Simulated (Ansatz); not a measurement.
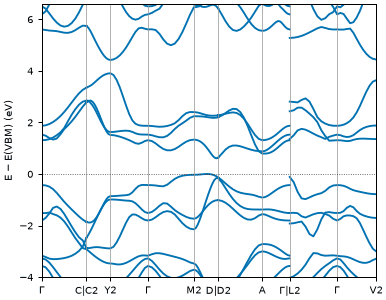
*Band structure from PBE in the plane-wave PAW code Ansatz*

Read off the gap and where the band edges lie.

About 0.6 eV (0.61 eV by a search for the band edges); maximum on the M2–D line, 54 % of the way from M2, minimum on the M2–D line, 92 % of the way from M2.

The material is TeSe$_{2}$ in space group C2 (No. 5; Te on 2b, Se on 4c).

The workflow started from a Materials Project entry (that database holds measured and hypothetical structures alike); the Crystallography Open Database copy checked does not list it. Its standing as an ambient phase is unchecked. The cell was relaxed with PBE under the symmetry of its start; its stability against distortions is not shown here. A crystal of weakly bound chains computed without a dispersion correction: the cell and the soft elastic constants depend strongly on that. Scalar-relativistic: spin–orbit coupling is off unless named, which matters more the heavier the elements.

Potentials: the earlier of the program's two PAW sets.
